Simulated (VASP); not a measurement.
# A VASP study of Ga2SbP (r2SCAN): structure first, properties next

Aim: relax Ga2SbP, then compute properties on the relaxed cell. The steps: rough relaxation of the start cell, full relaxation (r2SCAN), density, ELF and potential (r2SCAN), band structure (r2SCAN), total and projected DOS (r2SCAN), band structure (r2SCAN + SOC), volume scan with r2SCAN, fit for r2SCAN and vibrations at Γ (r2SCAN). The cell is invented: it takes the structure of COD entry 9008846, GaP (space group 216 there), with some of its atoms replaced by other elements, volume scaled by an estimate. It may not be a known or stable phase. The atoms of the start are displaced at random from the sites of a P-4m2 cell.

Main program and level: VASP 6.6.1; r2SCAN; plane waves and PAW (Sb, Ga_d, P), in the first sound run; inputs show where later runs differ.

## (1) The starting structure

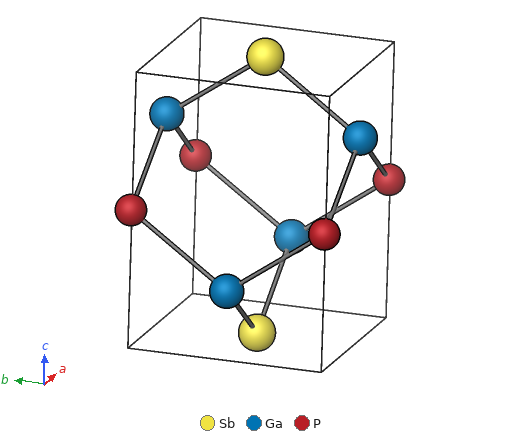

Start, viewed from a free direction; antimony yellow, gallium blue, phosphorus red. Some periodic images of atoms are drawn too.

As a file:

```xyz
4
Lattice="3.9861 0.0000 0.0000 0.0000 3.9861 0.0000 0.0000 0.0000 5.6372" Properties=species:S:1:pos:R:3 pbc="T T T"
Sb    2.0029    1.9941    0.0036
Ga    0.0045    1.9927    1.4085
Ga    2.0049   -0.0046    4.2276
P    -0.0169    0.0176    2.8240
```

## (2) Rough relaxation of the start cell

The start is only an estimate, so a cheap relaxation brings it near a minimum before any careful run. r2SCAN adds the kinetic-energy density, costs more than a GGA and is run with LASPH.

INCAR reads:

```
SYSTEM = Ga2SbP
PREC = Normal
ENCUT = 400
EDIFF = 1E-05
NELM = 60
ISMEAR = 0
SIGMA = 0.05
LREAL = .FALSE.
ALGO = Normal
METAGGA = R2SCAN
LASPH = .TRUE.
NBANDS = 24
LORBIT = 11
LWAVE = .FALSE.
LCHARG = .FALSE.
KPAR = 2
IBRION = 2
NSW = 40
ISIF = 3
EDIFFG = -0.04
```

POSCAR reads:

```
Ga2SbP
1.0
    3.9860710000      0.0000000000      0.0000000000
    0.0000000000      3.9860710000      0.0000000000
    0.0000000000      0.0000000000      5.6371550000
Sb Ga P
1 2 1
Direct
    0.5024680000      0.5002760000      0.0006330000
    0.0011390000      0.4999040000      0.2498590000
    0.5029870000     -0.0011650000      0.7499440000
   -0.0042480000      0.0044230000      0.5009590000
```

KPOINTS reads:

```
Automatic mesh
0
Gamma
4 4 3
0 0 0
```

The projector-augmented-wave data sets are Sb, Ga_d and P (PBE family, release 64).

Started as:

```
> mpirun -np 2 vasp_std
```

Output:

```text
[banner, memory and clock lines left out]
running    2 mpi-ranks, on    1 nodes
 distrk:  each k-point on    1 cores,    2 groups
 distr:  one band on    1 cores,    1 groups

 POSCAR found type information on POSCAR SbGaP
 POSCAR found :  3 types and       4 ions
|                                                                             |
|               ----> ADVICE to this user running VASP <----                  |
|                                                                             |
|     You enforced a specific xc type in the INCAR file but a different       |
|     [... a line on the potential file left out ...]
|     I HOPE YOU KNOW WHAT YOU ARE DOING!                                     |
|                                                                             |

 LDA part: xc-table for (None), standard interpolation
 POSCAR, INCAR and KPOINTS ok, starting setup
 FFT: planning ... GRIDC
 FFT: planning ... GRID_SOFT
 FFT: planning ... GRID
 WAVECAR not read
 entering main loop
       N       E                     dE             d eps       ncg     rms          rms(c)
DAV:   1     0.182022368928E+03    0.18202E+03   -0.15430E+04  1256   0.186E+03
DAV:   2    -0.390126252421E+02   -0.22103E+03   -0.21547E+03  1432   0.426E+02
DAV:   3    -0.615508374752E+02   -0.22538E+02   -0.22264E+02  1528   0.114E+02
DAV:   4    -0.621159325116E+02   -0.56510E+00   -0.56480E+00  1464   0.209E+01
DAV:   5    -0.621316852359E+02   -0.15753E-01   -0.15749E-01  1552   0.306E+00    0.589E+00
DAV:   6    -0.580881706914E+02    0.40435E+01   -0.10433E+00  1656   0.148E+01    0.399E+00
DAV:   7    -0.580906251241E+02   -0.24544E-02   -0.42799E-01  1488   0.490E+00    0.182E+00
DAV:   8    -0.580950851407E+02   -0.44600E-02   -0.25984E-02  1608   0.143E+00    0.619E-01
DAV:   9    -0.580949516646E+02    0.13348E-03   -0.77578E-03  1544   0.701E-01    0.903E-02
DAV:  10    -0.580948596187E+02    0.92046E-04   -0.84694E-04  1520   0.237E-01    0.716E-02
DAV:  11    -0.580948454857E+02    0.14133E-04   -0.11249E-04  1520   0.173E-01    0.164E-02
DAV:  12    -0.580948335361E+02    0.11950E-04   -0.11540E-05  1128   0.107E-01    0.647E-03
DAV:  13    -0.580948306334E+02    0.29027E-05   -0.64759E-06   848   0.291E-02
   1 F= -.58094831E+02 E0= -.58094831E+02  d E =-.580948E+02
 curvature:   0.00 expect dE= 0.000E+00 dE for cont linesearch  0.000E+00
 trial: gam= 0.00000 g(F)=  0.603E+00 g(S)=  0.824E+00 ort = 0.000E+00 (trialstep = 0.100E+01)
 search vector abs. value=  0.143E+01
 bond charge predicted
       N       E                     dE             d eps       ncg     rms          rms(c)
DAV:   1    -0.636275763786E+02   -0.55327E+01   -0.32037E+02  1616   0.290E+02    0.160E+01
DAV:   2    -0.601674717037E+02    0.34601E+01   -0.39394E+01  1520   0.705E+01    0.751E+00
DAV:   3    -0.586737252751E+02    0.14937E+01   -0.28520E+00  1880   0.169E+01    0.211E+00
DAV:   4    -0.584851667471E+02    0.18856E+00   -0.28519E-01  1424   0.457E+00    0.569E-01
DAV:   5    -0.584765937728E+02    0.85730E-02   -0.20464E-02  1760   0.133E+00    0.257E-01
DAV:   6    -0.584761895675E+02    0.40421E-03   -0.27547E-03  1520   0.831E-01    0.979E-02
DAV:   7    -0.584762370432E+02   -0.47476E-04   -0.61546E-04  1568   0.488E-01    0.445E-02
DAV:   8    -0.584763133316E+02   -0.76288E-04   -0.16698E-04  1520   0.302E-01    0.173E-02
DAV:   9    -0.584763303042E+02   -0.16973E-04   -0.46737E-05  1264   0.104E-01    0.825E-03
DAV:  10    -0.584763305903E+02   -0.28610E-06   -0.11008E-05   784   0.618E-02
   2 F= -.58476331E+02 E0= -.58476319E+02  d E =-.381500E+00
[...]
3 F= -.58549808E+02 E0= -.58549808E+02  d E =-.454977E+00
[...]
4 F= -.58617831E+02 E0= -.58617831E+02  d E =-.680235E-01
[...]
5 F= -.58626192E+02 E0= -.58626192E+02  d E =-.763844E-01
[...]
6 F= -.58626213E+02 E0= -.58626213E+02  d E =-.764048E-01
 curvature:  -0.67 expect dE=-0.869E-03 dE for cont linesearch -0.624E-05
 ZBRENT: bracketing found
 ZBRENT: accuracy reached
 trial: gam= 0.04236 g(F)=  0.183E-03 g(S)=  0.111E-02 ort =-0.103E-02 (trialstep = 0.103E+01)
 search vector abs. value=  0.141E-02
 bond charge predicted
       N       E                     dE             d eps       ncg     rms          rms(c)
DAV:   1    -0.586299972525E+02   -0.37804E-02   -0.17195E-01  1632   0.405E+00    0.413E-01
DAV:   2    -0.586277434622E+02    0.22538E-02   -0.16880E-02  1632   0.176E+00    0.203E-01
DAV:   3    -0.586268319177E+02    0.91154E-03   -0.16683E-03  1992   0.481E-01    0.526E-02
DAV:   4    -0.586267672786E+02    0.64639E-04   -0.28701E-04  1512   0.167E-01    0.126E-02
DAV:   5    -0.586267729292E+02   -0.56505E-05   -0.26445E-05  1136   0.665E-02
   7 F= -.58626773E+02 E0= -.58626773E+02  d E =-.560376E-03
 trial-energy change:   -0.000560  1 .order   -0.000548   -0.001286    0.000190
 step:   0.8939(harm=  0.8939)  dis= 0.00321  next Energy=   -58.626773 (dE=-0.560E-03)
 reached required accuracy - stopping structural energy minimisation
```

It took 3.2 min on 2 MPI ranks of Intel Xeon Platinum 8375C at 2.90GHz (Ice Lake), shared host; peak memory 0.32 GiB.

Lines that name or quote the potential files are left out of all logs, and their timing lines are given in words.

Parts of OUTCAR (step 2):

```text
ion  position               nearest neighbor table
   1  0.502  0.500  0.001-   2 2.43   3 2.44   2 2.44   3 2.45
   2  0.001  0.500  0.250-   4 2.43   1 2.43   1 2.44   4 2.46
   3  0.503  0.999  0.750-   4 2.41   1 2.44   1 2.45   4 2.46
   4  0.996  0.004  0.501-   3 2.41   2 2.43   2 2.46   3 2.46

  LATTYP: Found a simple tetragonal cell.
 ALAT       =     3.9860710000
 C/A-ratio  =     1.4142133946

 Subroutine GETGRP returns: Found  1 space group operations
 (whereof  1 operations were pure point group operations)

The static configuration has the point symmetry C_1 .

 Found     26 irreducible k-points:

   k-points           NKPTS =     26   k-points in BZ     NKDIM =     26   number of bands    NBANDS=     24

   dimension x,y,z NGX =    20 NGY =   20 NGZ =   28
   dimension x,y,z NGXF=    40 NGYF=   40 NGZF=   56

   ENCUT  =  400.0 eV  29.40 Ry    5.42 a.u.   6.50  6.50  9.19*2*pi/ulx,y,z

   NELECT =      36.0000    total number of electrons

 k-points in reciprocal lattice and weights: Automatic mesh
   0.00000000  0.00000000  0.00000000       0.021
   0.25000000  0.00000000  0.00000000       0.042
   0.00000000  0.25000000  0.00000000       0.042
   0.50000000  0.00000000  0.00000000       0.021
   0.00000000  0.50000000  0.00000000       0.021
   0.25000000  0.25000000  0.00000000       0.042
  -0.25000000  0.25000000  0.00000000       0.042
   0.50000000  0.25000000  0.00000000       0.042
  -0.25000000  0.50000000  0.00000000       0.042
[...]
0.25000000  0.50000000  0.33333333       0.042
   0.50000000  0.50000000  0.33333333       0.042

 average (electrostatic) potential at core
       1 -92.3051       2 -70.3740       3 -70.3747       4 -86.8341

 E-fermi :   5.0677

 k-point     1 :       0.0000    0.0000    0.0000
  band No.  band energies     occupation
    ...
     14       1.6497      2.00000
     15       1.6512      2.00000
     16       4.6382      2.00000
     17       4.8279      2.00000
     18       4.8297      2.00000
     19       5.3053      0.00000
     20       5.9672      0.00000
     21       6.9203      0.00000
     22       8.2316      0.00000
     23       8.2326      0.00000
    ...

 k-point     2 :       0.2500    0.0000    0.0000
  band No.  band energies     occupation
    ...
     14       0.5570      2.00000
     15       1.8628      2.00000
     16       2.0104      2.00000
     17       3.2662      2.00000
     18       4.5770      2.00000
     19       6.1693      0.00000
     20       7.5636      0.00000
     21       8.6128      0.00000
     22       8.7113      0.00000
     23       8.9030      0.00000
    ...

 k-point     3 :       0.0000    0.2500    0.0000
  band No.  band energies     occupation
    ...
     14       0.5574      2.00000
     15       1.8639      2.00000
     16       2.0090      2.00000
     17       3.2667      2.00000
     18       4.5754      2.00000
     19       6.1672      0.00000
     20       7.5615      0.00000
     21       8.6143      0.00000
     22       8.7105      0.00000
     23       8.9029      0.00000
    ...

  Total       -0.1291087     -0.1209201      0.0155354      0.0015435      0.0250536      0.0129379
  in kB       -2.1302941     -1.9951820      0.2563340      0.0254679      0.4133846      0.2134761
  external PRESSURE =      -1.2897140 kB  Pullay stress =       0.0000000 kB

  energy-cutoff  :      400.00
  volume of cell :       97.10
      direct lattice vectors                 reciprocal lattice vectors
     4.106751463  0.000173325 -0.000287396     0.243501467 -0.000010329  0.000016994
     0.000174198  4.106170701 -0.000356832    -0.000010277  0.243535908  0.000024423
    -0.000401894 -0.000577479  5.758259472     0.000012153  0.000015091  0.173663590

 POSITION                                       TOTAL-FORCE (eV/Angst)
 -----------------------------------------------------------------------------------
      2.05864      2.05318      0.00182        -0.002050      0.011002      0.000062
      0.00567      2.06045      1.59422        -0.006736     -0.009512     -0.026805
      2.05222     -0.00001      4.16756         0.004027     -0.002729      0.025833
      4.10618      0.00614      2.88089         0.004758      0.001240      0.000910
 -----------------------------------------------------------------------------------
    total drift:                               -0.000780      0.001121     -0.003906

  FREE ENERGIE OF THE ION-ELECTRON SYSTEM (eV)
  ---------------------------------------------------
  free  energy   TOTEN  =       -58.6267729292 eV

  energy  without entropy=      -58.6267729292  energy(sigma->0) =      -58.62677293

 reached required accuracy - stopping structural energy minimisation

 total charge
# of ion       s       p       d       tot
------------------------------------------
    1        1.094   1.431   0.030   2.555
    2        0.845   0.798   9.988  11.631
    3        0.845   0.798   9.988  11.631
    4        1.014   1.479   0.000   2.493
--------------------------------------------------
tot          3.798   4.507  20.005  28.310

[... 3 further parts left out ...]
```

CONTCAR:

```
Ga2SbP
   1.00000000000000
     4.1067514628912711    0.0001733248986607   -0.0002873963648856
     0.0001741977022207    4.1061707006149710   -0.0003568321410563
    -0.0004018941817853   -0.0005774788279562    5.7582594715830799
  Sb              Ga              P
     1     2     1
Direct
     0.5012612020343001    0.5000027195454713    0.0003724958471666
     0.0013857255026906    0.5018335925135944    0.2768897134393191
     0.4997896936867519    0.0000785958743523    0.7237775751474416
     0.9999093787762600    0.0015230920665848    0.5003552155660752
```

The gap is read on the k-mesh alone, so it is an upper bound where the band edges lie off the mesh. This relaxation is a rough one on cheap settings, only to bring the start near its minimum. The PAW data sets were made with PBE, which is usual practice but a small mismatch for other functionals. After so large a change of volume the plane waves of the start cell no longer fit, so the final stress carries a basis-set error.

The steps of the relaxation:

| step | energy less that of the first step (eV) | largest force (eV/Å) | pressure (GPa) | volume (Å³) |
| --- | --- | --- | --- | --- |
| 1 | 0.0000 | 2.5397 | 8.49 | 89.57 |
| 2 | -0.3815 | 0.2835 | -4.62 | 105.84 |
| 3 | -0.4550 | 0.7707 | -1.82 | 100.54 |
| 4 | -0.5230 | 0.2929 | -0.56 | 97.98 |
| 5 | -0.5314 | 0.0497 | 0.13 | 96.85 |
| 6 | -0.5314 | 0.0375 | 0.20 | 96.78 |
| 7 | -0.5319 | 0.0292 | -0.13 | 97.10 |

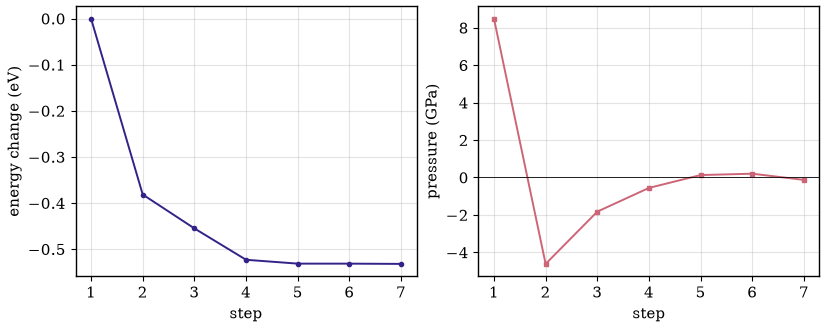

Energy and pressure along the relaxation.

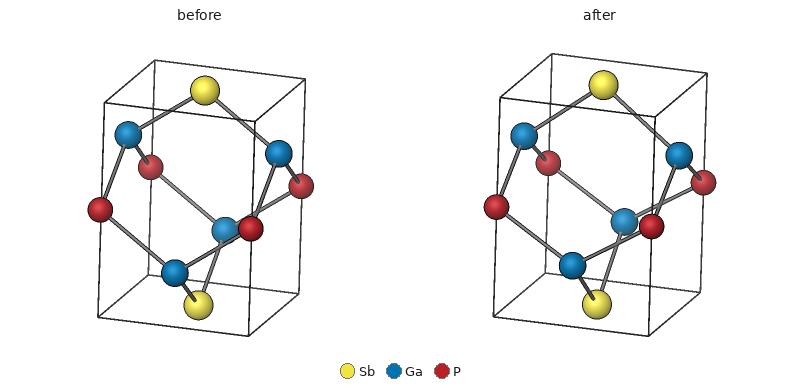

The structure before and after the relaxation, drawn at the same scale.

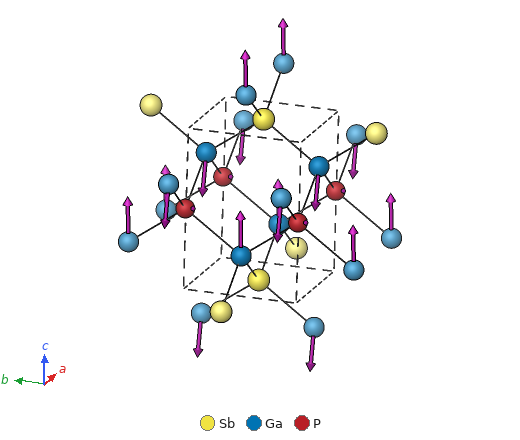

Displacements in the relaxation, exaggerated, measured against the changing cell; the longest in the cell stands for 0.16 Å. Some periodic images of atoms are drawn too.

| cell as run | before | after | change |
| --- | --- | --- | --- |
| a (Å) | 3.986 | 4.107 | +3.0 % |
| b (Å) | 3.986 | 4.106 | +3.0 % |
| c (Å) | 5.637 | 5.758 | +2.1 % |
| α (°) | 90.00 | 90.01 | +0.0 % |
| volume (Å³/atom) | 22.39 | 24.28 | +8.4 % |

The atoms that moved most (Å, as changes of fractional coordinates times the final cell):

| atom | dx | dy | dz | length |
| --- | --- | --- | --- | --- |
| Ga2 | 0.001 | 0.008 | 0.156 | 0.156 |
| Ga3 | -0.013 | 0.005 | -0.151 | 0.151 |
| P4 | 0.017 | -0.012 | -0.003 | 0.021 |
| Sb1 | -0.005 | -0.001 | -0.001 | 0.005 |

Final coordinates:

```xyz
4
Lattice="4.1068 0.0002 -0.0003 0.0002 4.1062 -0.0004 -0.0004 -0.0006 5.7583" Properties=species:S:1:pos:R:3 pbc="T T T"
Sb    2.0586    2.0532    0.0018
Ga    0.0057    2.0605    1.5942
Ga    2.0522    0.0000    4.1676
P    -0.0006    0.0060    2.8812
```

A gap read on the k-mesh alone can miss the band edges.

This step gave:

* electrons: 36
* bands: 24
* irreducible k-points: 26
* symmetry operations: 1
* free energy (TOTEN): -58.6268 eV
* Fermi energy: 5.068 eV
* pressure: -0.1290 GPa
* metallic: no
* valence top at k: 0, 0, 0
* conduction bottom at k: 0, 0, 0
* least direct gap at k: 0, 0, 0
* SCF cycles over all ionic steps: 55
* gap on the k-mesh: 0.4756 eV
* least direct gap on the k-mesh: 0.4756 eV

It ends with a largest force of 0.029 eV/Å and a pressure of -0.13 GPa.

(Part 1 of 6 ends here.)

[Lines on the potential files, build, host, timing and source positions are cut from VASP's logs without a mark.]

[Logs are printed without paths, hosts, clocks, repeated set-up lines and the standing remarks that a program may print on its own settings, such as how far it seeks lower states.]

[Hosts, paths, dates, database ids (printed as entryN), source tags and the programs' standing remarks are cut or masked in the printed files.]

[A measured line is paired with the nearest computed mode of its activity, which favours agreement.]

[In band tables of VASP the shares of atoms and orbitals are scaled to a sum of 1 inside the atoms' spheres.]
